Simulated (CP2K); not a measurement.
**CdSi2NH6F (SMILES [F][Cd][N]([SiH3])[SiH3]): GFN2-xTB**

What is the energy difference between two shapes of CdSi2NH6F at GFN2-xTB? The job is set up through an ASE script.

The calculation is run with CP2K 2026.2.

3 further runs of the same task are left out: 3 set aside as unsound or not needed.

### Step 1. The structure to begin with

CdSi2NH6F has 11 atoms, charge 0, and is taken as a singlet. As SMILES, `[F][Cd][N]([SiH3])[SiH3]`. Geometry: a rough force-field guess.

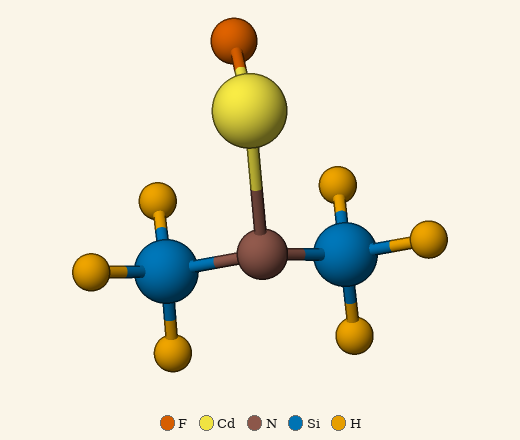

The structure, seen from a chosen angle (fluorine orange, cadmium yellow, nitrogen brown, silicon blue, hydrogen amber).

### Step 2. Energy and gradient at GFN2-xTB

The input, run.py:

```python
import numpy as np
from ase import Atoms
from ase.calculators.cp2k import CP2K

atoms = Atoms(['F', 'Cd', 'N', 'Si', 'Si', 'H', 'H', 'H', 'H', 'H', 'H'],
              positions=[(-0.231200, -2.496600, 1.613600),
                         (-0.033300, -0.723400, 2.694300),
                         (0.068700, 0.728100, 0.569100),
                         (-1.327100, 0.564000, -0.379100),
                         (1.463300, 0.179200, -0.467000),
                         (-2.548000, 1.000000, 0.436300),
                         (-1.297100, 1.395000, -1.577300),
                         (-1.549300, -0.837000, -0.767900),
                         (2.723100, 0.326000, 0.343900),
                         (1.539200, 1.027400, -1.631500),
                         (1.257200, -1.219700, -0.813800)])
atoms.set_cell([15.3, 13.9, 14.3])
atoms.center()
inp = """
&FORCE_EVAL
  METHOD Quickstep
  &DFT
    CHARGE 0
    MULTIPLICITY 1
    # Quickstep
    &QS
      METHOD XTB
      EPS_DEFAULT 1.0E-10
      &XTB
        GFN_TYPE TBLITE
        &TBLITE
          METHOD GFN2
        &END TBLITE
        CHECK_ATOMIC_CHARGES F
      &END XTB
    &END QS
    # no periodic images
    &POISSON
      PERIODIC NONE
      POISSON_SOLVER ANALYTIC
    &END POISSON
    # self-consistent field
    &SCF
      SCF_GUESS ATOMIC
      EPS_SCF 1.0E-07
      MAX_SCF 150
      ADDED_MOS 2
      &DIAGONALIZATION
        ALGORITHM STANDARD
      &END DIAGONALIZATION
      &MIXING
        METHOD DIRECT_P_MIXING
        ALPHA 0.4
      &END MIXING
      &SMEAR ON
        METHOD FERMI_DIRAC
        ELECTRONIC_TEMPERATURE [K] 300
      &END SMEAR
    &END SCF
    # extra output
    &PRINT
      &MOMENTS
        PERIODIC F
        REFERENCE COM
        MAX_MOMENT 1
      &END MOMENTS
      &MO ON
        ENERGIES T
        OCCUPATION_NUMBERS T
        NDIGITS 6
        &EACH
          QS_SCF 0
        &END EACH
        ADD_LAST NUMERIC
      &END MO
      &HIRSHFELD OFF
      &END HIRSHFELD
    &END PRINT
  &END DFT
  &SUBSYS
  &END SUBSYS
&END FORCE_EVAL
"""
cp2k = CP2K(command="cp2k.psmp -s", label="run", inp=inp, basis_set=None, basis_set_file=None, potential_file=None, pseudo_potential=None, xc=None, cutoff=None, max_scf=None, charge=None, uks=False,
            force_eval_method=None, print_level="LOW", poisson_solver=None, stress_tensor=False)
atoms.calc = cp2k
print("E / eV:", round(atoms.get_potential_energy(), 6))
forces = atoms.get_forces()
print(np.array2string(forces, precision=5, suppress_small=True))
print("largest force / (eV/A): %.4f" % np.linalg.norm(forces, axis=1).max())
```

On the command line:

```bash
OMP_NUM_THREADS=1 python run.py
```

Standard output:

```text
E / eV: -402.405453
[[ 0.03071  0.14077  0.32092]
 [ 0.00685  0.59778 -1.88856]
 [ 1.95712 -0.66931  0.30646]
 [-2.00877 -0.28141  0.38548]
 [-0.3239   0.10053  1.80133]
 [ 0.64174 -0.12338 -0.19526]
 [ 0.1692   0.11019 -0.06386]
 [-0.09146  0.01183 -0.12848]
 [-0.43696  0.02689 -0.10204]
 [-0.03326  0.23097 -0.27586]
 [ 0.08873 -0.14485 -0.16013]]
largest force / (eV/A): 2.0910
```

run.out:

```text
CP2K| version string:                                       CP2K version 2026.2
 CP2K| Input file name                                                   run.inp

 GLOBAL| Basis set file name                                           BASIS_SET
 GLOBAL| Potential file name                                           POTENTIAL
 GLOBAL| Coordinate file name                                      __STD_INPUT__
 GLOBAL| Method name                                                        CP2K
 GLOBAL| Project name                                                        run
 GLOBAL| Run type                                                   ENERGY_FORCE
 GLOBAL| FFT library                                                       FFTW3
 GLOBAL| Diagonalization library                                       ScaLAPACK
 GLOBAL| Global print level                                                  LOW
 GLOBAL| Total number of message passing processes                             1
 GLOBAL| Number of threads for this process                                    1
 GLOBAL| CPU model name                                                  UNKNOWN

 GENERATE|  Preliminary Number of Bonds generated:                             0
 GENERATE|  Achieved consistency in connectivity generation.

[... 6 lines left out ...]
 *** WARNING in qs_kind_types.F:2330 :: Information provided in the input ***
[... 65 lines left out ...]
  Step     Update method      Time    Convergence         Total energy    Change
[... 32 lines left out ...]
  Repulsive potential energy:                                   0.07851868059545
[... 2 lines left out ...]
  Non-self consistent dispersion energy:                        0.00001533279926
[... 4 lines left out ...]
  Total energy:                                               -14.78812895244059
[... 3 lines left out ...]
 TB_DIPOLE| Ref. Point [Bohr]      14.26163424      13.30098815      15.36230450
[... 2 lines left out ...]
 TB_DIPOLE| Derivative [a.u.]       0.00000000       0.00000000       0.00000000
[... 38 lines left out ...]
 -------------------------------------------------------------------------------
```

It took 1.5 s on 1 thread of Arm Neoverse N1, shared host; peak memory 0.14 GiB.

### Step 3. The distorted shape at the same level

The input, calc.py:

```python
import numpy as np
from ase import Atoms
from ase.calculators.cp2k import CP2K

atoms = Atoms(['F', 'Cd', 'N', 'Si', 'Si', 'H', 'H', 'H', 'H', 'H', 'H'],
              positions=[(-0.174964, -2.536977, 1.571578),
                         (0.008416, -0.716935, 2.672779),
                         (0.051961, 0.743766, 0.579776),
                         (-1.280271, 0.590396, -0.440657),
                         (1.518650, 0.300459, -0.467697),
                         (-2.509453, 0.937501, 0.424388),
                         (-1.308901, 1.332857, -1.480774),
                         (-1.576425, -0.939342, -0.842963),
                         (2.711823, 0.369452, 0.309553),
                         (1.597447, 1.047867, -1.699581),
                         (1.251510, -1.307880, -0.766959)])
atoms.set_cell([15.2, 13.9, 14.4])
atoms.center()
template = """
&FORCE_EVAL
 METHOD QS
 &DFT
  &QS
   METHOD XTB
   EPS_DEFAULT 1.0E-10
   &XTB
    GFN_TYPE TBLITE
    &TBLITE
     METHOD GFN2
    &END TBLITE
    CHECK_ATOMIC_CHARGES F
   &END XTB
  &END QS
  # no periodic images
  &POISSON
   PERIODIC NONE
   POISSON_SOLVER ANALYTIC
  &END POISSON
  &SCF
   SCF_GUESS ATOMIC
   EPS_SCF 1.0E-07
   MAX_SCF 150
   ADDED_MOS 2
   &DIAGONALIZATION
    ALGORITHM STANDARD
   &END DIAGONALIZATION
   &MIXING
    METHOD DIRECT_P_MIXING
    ALPHA 0.4
   &END MIXING
   &SMEAR ON
    METHOD FERMI_DIRAC
    ELECTRONIC_TEMPERATURE [K] 300
   &END SMEAR
  &END SCF
  # extra output
  &PRINT
   &MOMENTS
    PERIODIC F
    REFERENCE COM
    MAX_MOMENT 1
   &END MOMENTS
   &MO ON
    ENERGIES T
    OCCUPATION_NUMBERS T
    NDIGITS 6
    &EACH
     QS_SCF 0
    &END EACH
    ADD_LAST NUMERIC
   &END MO
   &HIRSHFELD OFF
   &END HIRSHFELD
  &END PRINT
 &END DFT
 # atoms, cell and kinds
 &SUBSYS
 &END SUBSYS
&END FORCE_EVAL
"""
calculator = CP2K(command="cp2k.psmp -s", label="job", inp=template, basis_set=None, basis_set_file=None, potential_file=None, pseudo_potential=None, xc=None, cutoff=None, max_scf=None, charge=None, uks=False,
            force_eval_method=None, print_level="LOW", poisson_solver=None, stress_tensor=False)
atoms.calc = calculator
e = atoms.get_potential_energy()
f = atoms.get_forces()
print(f"energy = {e:.6f} eV")
print("forces (eV/angstrom):")
for s, v in zip(atoms.get_chemical_symbols(), f):
    print(f"{s:2s} {v[0]:10.5f} {v[1]:10.5f} {v[2]:10.5f}")
```

On the command line:

```bash
OMP_NUM_THREADS=1 python calc.py
```

Standard output:

```text
energy = -401.372649 eV
forces (eV/angstrom):
F     0.05212    0.34228    0.48554
Cd   -0.09329    0.32970   -2.06159
N     2.70298   -0.40609    0.07283
Si   -2.64735   -5.70908    5.84214
Si   -2.10828   -2.12143    1.02926
H     0.61030   -0.06856   -0.24785
H     0.15824    4.15873   -5.80333
H     0.27906    1.30857    0.18214
H     0.69018    0.26831    0.60859
H    -0.08287    0.24892   -0.20768
H     0.43891    1.64866    0.09995
```

job.out:

```text
CP2K| version string:                                       CP2K version 2026.2
 CP2K| Input file name                                                   job.inp

 GLOBAL| Basis set file name                                           BASIS_SET
 GLOBAL| Potential file name                                           POTENTIAL
 GLOBAL| Coordinate file name                                      __STD_INPUT__
 GLOBAL| Method name                                                        CP2K
 GLOBAL| Project name                                                        job
 GLOBAL| Run type                                                   ENERGY_FORCE
 GLOBAL| FFT library                                                       FFTW3
 GLOBAL| Diagonalization library                                       ScaLAPACK
 GLOBAL| Global print level                                                  LOW
 GLOBAL| Total number of message passing processes                             1
 GLOBAL| Number of threads for this process                                    1
 GLOBAL| CPU model name                                                  UNKNOWN

 GENERATE|  Preliminary Number of Bonds generated:                             0
 GENERATE|  Achieved consistency in connectivity generation.

[... 6 lines left out ...]
 *** WARNING in qs_kind_types.F:2330 :: Information provided in the input ***
[... 65 lines left out ...]
  Step     Update method      Time    Convergence         Total energy    Change
[... 37 lines left out ...]
  Repulsive potential energy:                                   0.10182815583108
[... 2 lines left out ...]
  Non-self consistent dispersion energy:                        0.00001611631137
[... 4 lines left out ...]
  Total energy:                                               -14.75017408913567
[... 3 lines left out ...]
 TB_DIPOLE| Ref. Point [Bohr]      14.21814332      13.43492282      15.49719465
[... 2 lines left out ...]
 TB_DIPOLE| Derivative [a.u.]       0.00000000       0.00000000       0.00000000
[... 38 lines left out ...]
 -------------------------------------------------------------------------------
```

It took 1.5 s on 1 thread of Arm Neoverse N1, shared host; peak memory 0.14 GiB.

### Step 4. Summary of results

At GFN2-xTB:

| quantity | value |
| --- | --- |
| first shape: total energy | -14.78813 Eh |
| first shape: dipole moment (from atomic charges alone) | 2.72 D |
| first shape: HOMO energy | -10.35 eV |
| first shape: LUMO energy | -9.49 eV |
| first shape: HOMO–LUMO gap | 0.86 eV |
| distorted shape: total energy | -14.75017 Eh |
| distorted shape: dipole moment (from atomic charges alone) | 3.85 D |
| distorted shape: HOMO energy | -10.25 eV |
| distorted shape: LUMO energy | -9.48 eV |
| distorted shape: HOMO–LUMO gap | 0.77 eV |
| energy change with the atoms displaced | 1.033 eV |

In words: With the atoms displaced the energy rises by 1.03 eV (100 kJ/mol). The first shape isn't relaxed at this level, so the change isn't measured from a minimum. The dipole (first shape) comes from point charges on the atoms alone, without atomic dipoles, so it is partial. The dipole (distorted shape) comes from point charges on the atoms alone, without atomic dipoles, so it is partial.
